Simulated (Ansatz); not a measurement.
# CH7BFN: geometry relaxation (part 2 of 2)

CH7BFN; RKS BLYP-D4/6-31G* (Ansatz 0.2.0). The input holds or restrains some coordinates. It belongs to a series of runs on one base structure; here: pulled along the bonds that form and break, towards end B.

Geometry of the input (Å):
```
B  0.0000  0.0000  0.0000
H  0.0000  0.0000  1.5400
N  1.3423  0.0000  -0.7750
H  1.8089  -0.9179  -1.0268
H  1.7937  0.9179  -1.0532
C  -1.3856  0.0000  -0.8000
H  -1.9458  -0.9305  -0.5708
H  -1.9898  0.8797  -0.4946
H  -1.1839  0.0508  -1.8903
F  0.0726  1.5356  0.5108
H  0.0410  0.8666  1.4996
```

**Trajectory as extended XYZ, continued**
```
11
Properties=species:S:1:pos:R:3:forces:R:3 step=4 energy=-6033.75293
B     0.0569    0.3996   -0.3990   -0.0776  -1.1119  -0.7170
H    -0.0150   -0.0746    1.9514   -0.0712  -1.6254   0.4191
N     1.3598   -0.0147   -0.7816   -0.1588   0.2014  -0.0228
H     1.7691   -0.9020   -1.0575   -0.2076   0.0971  -0.3006
H     1.8743    0.8450   -1.0051    0.6971  -0.6461   0.2767
C    -1.4076   -0.0305   -0.8074    0.4170   0.2327  -0.2093
H    -1.9305   -0.9592   -0.5647    0.1943  -0.2617   0.0941
H    -2.0158    0.8395   -0.5051   -0.2725  -0.2746  -0.0831
H    -1.2512    0.0297   -1.9036   -0.5897  -0.1843  -0.1370
F     0.0931    1.6374    0.0831    0.0404   2.2179   0.4474
H     0.0203    0.6320    1.9293    0.0284   1.3550   0.2324
11
Properties=species:S:1:pos:R:3:forces:R:3 step=5 energy=-6034.13144
B     0.0624    0.4735   -0.4261    0.1178  -0.3841  -0.5822
H    -0.0074   -0.0761    1.9176   -0.0197  -1.4919   0.3325
N     1.3545   -0.0145   -0.7838    0.0044   0.9581   0.0798
H     1.6838   -0.9159   -1.1260   -0.2340   0.2153  -0.1394
H     2.0122    0.7890   -0.8715    0.0052  -1.0789   0.2423
C    -1.3964   -0.0243   -0.8171    0.1905   0.3082  -0.3859
H    -1.8349   -0.9924   -0.5256    0.3133  -0.0186   0.0969
H    -2.0801    0.7887   -0.5092   -0.1089  -0.2473   0.0153
H    -1.3572    0.0082   -1.9320   -0.2766  -0.1766   0.1840
F     0.1138    1.7313    0.0909    0.0334   0.6688  -0.1006
H     0.0029    0.6347    1.9224   -0.0254   1.2469   0.2574
11
Properties=species:S:1:pos:R:3:forces:R:3 step=7 energy=-6034.41931
B     0.0829    0.5666   -0.4471    0.1650  -0.4914  -0.9790
H    -0.0830    0.0057    1.8935    0.0521  -1.6156   0.1804
N     1.3170    0.0013   -0.8549    0.5489   0.4972   0.2429
H     1.4916   -0.8658   -1.3678   -0.1912   0.2605   0.1359
H     2.1528    0.5943   -0.7087   -0.2936  -0.6048  -0.0942
C    -1.3338   -0.0050   -0.8352   -0.3755   0.0024  -0.0639
H    -1.5775   -1.0208   -0.4720    0.1332   0.0624   0.0200
H    -2.1187    0.6827   -0.4689   -0.0025  -0.1469  -0.0329
H    -1.4178   -0.0351   -1.9417   -0.0324  -0.0374   0.1232
F     0.1627    1.7711    0.1552    0.1089   0.7743   0.0600
H    -0.1227    0.7072    1.9874   -0.1131   1.2994   0.4075
11
Properties=species:S:1:pos:R:3:forces:R:3 step=8 energy=-6034.47252
B     0.1066    0.6484   -0.4800   -0.0352  -0.6993  -0.6582
H    -0.1897   -0.0831    1.7914   -0.0499  -1.4574   0.2949
N     1.3280    0.0475   -0.8589    0.3888   0.0898   0.0451
H     1.4381   -0.8507   -1.3336   -0.0950   0.2155   0.1245
H     2.2107    0.5339   -0.6615   -0.1988  -0.2617  -0.1131
C    -1.3138    0.0181   -0.7796   -0.1247  -0.0097  -0.2741
H    -1.4761   -0.9931   -0.3646    0.1099   0.0531   0.0503
H    -2.1215    0.6706   -0.4111   -0.0215  -0.0335   0.0313
H    -1.4452   -0.0758   -1.8746   -0.0730  -0.0187   0.0003
F     0.1894    1.8586    0.1013    0.1038   0.9003   0.1706
H    -0.1730    0.6277    1.8109   -0.0044   1.2216   0.3284
11
Properties=species:S:1:pos:R:3:forces:R:3 step=9 energy=-6034.48658
B     0.0725    0.6581   -0.4931    0.0306  -0.1658  -0.4185
H    -0.0515   -0.0448    1.7869    0.0376  -1.4712   0.2147
N     1.2997    0.0485   -0.8303    0.3813  -0.0296   0.0064
H     1.3860   -0.8464   -1.3120   -0.0397   0.1214   0.0667
H     2.1991    0.4700   -0.5702   -0.2773  -0.1489  -0.1130
C    -1.3360    0.0268   -0.8410   -0.0995  -0.1157  -0.0535
H    -1.4397   -0.9928   -0.4219   -0.0100   0.0625  -0.0275
H    -2.1705    0.6357   -0.4549    0.0438  -0.0171   0.0081
H    -1.4746   -0.0689   -1.9334   -0.0110  -0.0076  -0.0091
F     0.1461    1.8546    0.1380    0.0333   0.6149  -0.0883
H    -0.0778    0.6615    1.8716   -0.0891   1.1573   0.4138
11
Properties=species:S:1:pos:R:3:forces:R:3 step=10 energy=-6034.49081
B     0.0772    0.6702   -0.4833   -0.2228  -0.5463  -0.6695
H    -0.0249   -0.0479    1.8063    0.1136  -1.5768   0.2148
N     1.2987    0.0478   -0.8175    0.1006  -0.0166  -0.0047
H     1.3572   -0.8495   -1.2933    0.0093   0.0326   0.0121
H     2.2020    0.4617   -0.5912    0.0050  -0.0302  -0.0133
C    -1.3321    0.0250   -0.8465    0.0500   0.0258   0.0062
H    -1.4342   -0.9957   -0.4358   -0.0055  -0.0042  -0.0069
H    -2.1683    0.6281   -0.4570    0.0090  -0.0107   0.0037
H    -1.4659   -0.0602   -1.9405   -0.0043  -0.0024  -0.0015
F     0.1310    1.8669    0.1299    0.1051   0.8367   0.0684
H    -0.0872    0.6558    1.8687   -0.1599   1.2920   0.3908
11
Properties=species:S:1:pos:R:3:forces:R:3 step=11 energy=-6034.49159
B     0.0731    0.6684   -0.4825   -0.0224  -0.5622  -0.6972
H    -0.0316   -0.0401    1.8103    0.0829  -1.5774   0.2182
N     1.2981    0.0454   -0.8142   -0.0030  -0.0096   0.0026
H     1.3571   -0.8500   -1.2925    0.0081   0.0038   0.0052
H     2.2016    0.4572   -0.5876    0.0129  -0.0053  -0.0053
C    -1.3323    0.0234   -0.8480   -0.0029  -0.0009   0.0026
H    -1.4287   -1.0045   -0.4541   -0.0003   0.0013  -0.0049
H    -2.1695    0.6158   -0.4451   -0.0022  -0.0045   0.0033
H    -1.4715   -0.0456   -1.9427   -0.0009   0.0070   0.0046
F     0.1349    1.8672    0.1249    0.0593   0.8524   0.0848
H    -0.0777    0.6650    1.8710   -0.1315   1.2954   0.3861
```

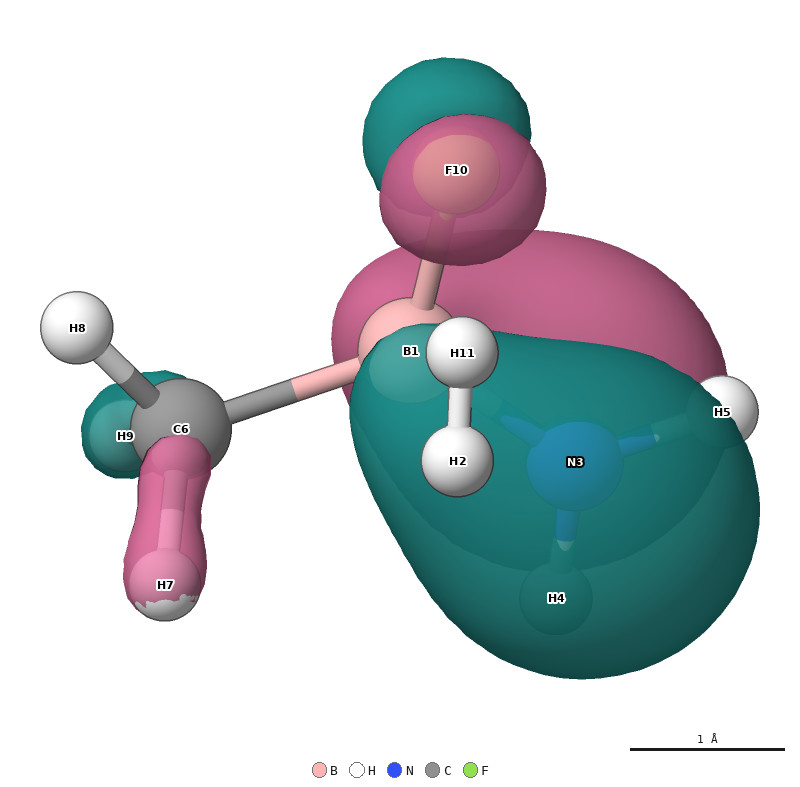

Fig. 1: The HOMO at ±0.1 Å⁻³ᐟ² (teal and pink are the two phases), seen from the side. Its energy is −6.01 eV.

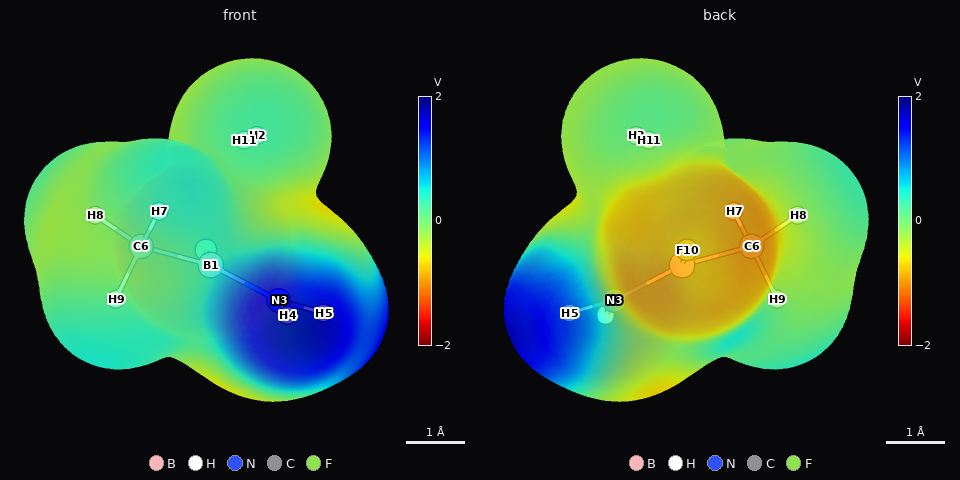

Fig. 2: The electrostatic potential painted on the density surface at 0.002 e/bohr³, seen at a tilt and from behind; the colour scale runs from red (negative) to blue (positive).

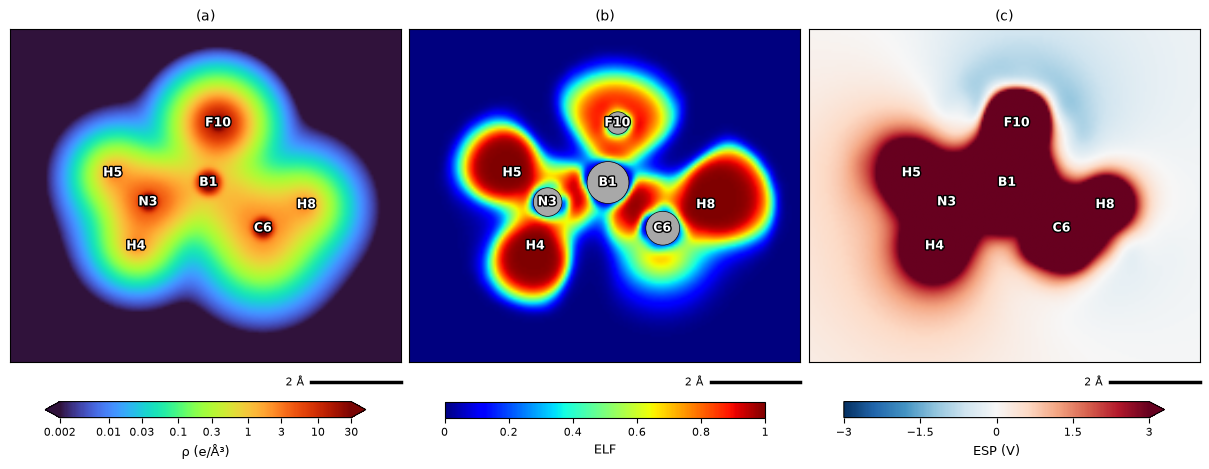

Fig. 3: (a) electron density; (b) ELF; (c) electrostatic potential on the plane of atoms B1, N3 and H5. Grey discs, where drawn, cover atomic cores. The section cuts through B, N, H, C and F sites.

**Results in brief**

```json
{"quantity": "outcome", "value": "converged under the restraints of the input"}
{"quantity": "total energy", "value": "−6034.4918 eV"}
{"quantity": "mean-field energy", "value": "−6034.1522 eV"}
{"quantity": "largest force (length of the vector) at the end, held atoms and coordinates included", "value": "1.595 eV/Å"}
{"quantity": "wall time", "value": "28 s"}
{"quantity": "peak memory", "value": "0.14 GiB"}
```
